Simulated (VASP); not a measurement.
Band structure of TiN (rock salt). These are optB88-vdW, VASP's PBE PAW potentials (set 64) (plane waves; VASP 6.6.1) values and carry that method's errors.

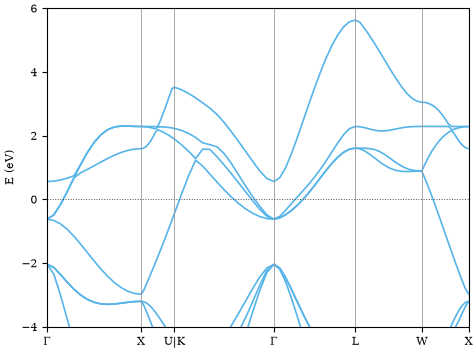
*Bands along high-symmetry lines, zero at the valence-band maximum or, without a gap, the Fermi level*

### Question
Read the plot: is there a gap, and where are the band edges?

### Answer
It has no gap at this level: it comes out as a metal or semimetal. (Edges off the drawn lines would not show.)

The compound is TiN in the rock salt structure. It was relaxed first. The electron count is odd and the run is not spin-polarised, which forces a metal.
